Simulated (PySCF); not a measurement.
CH3O2 (cation, charge +1), SMILES OC=[OH+] at its B3LYP/def2-SVP optimised geometry (Å):

```
6

O     -0.3371    -1.5168     0.0002
C      0.2200    -0.3846     0.0000
O     -0.4705     0.6817     0.0000
H     -1.3224    -1.4996     0.0002
H      1.3224    -0.3846     0.0000
H      0.0437     1.5168    -0.0003
```

Calculation: B3LYP/def2-TZVP run with PySCF 2.14.0.

Map of the HOMO amplitude (bohr^(-3/2)) on the plane z = 1.0 Å; orbital energy -17.59 eV, overall sign arbitrary:

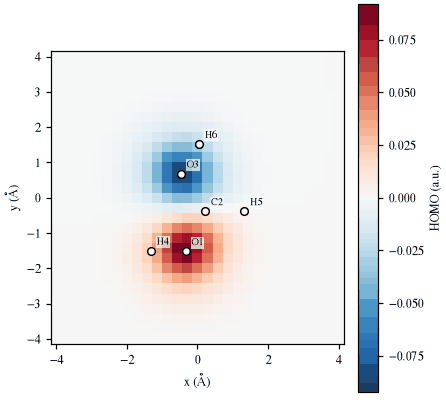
Figure. HOMO amplitude (bohr^(-3/2)) on the plane z = 1.0 Å.
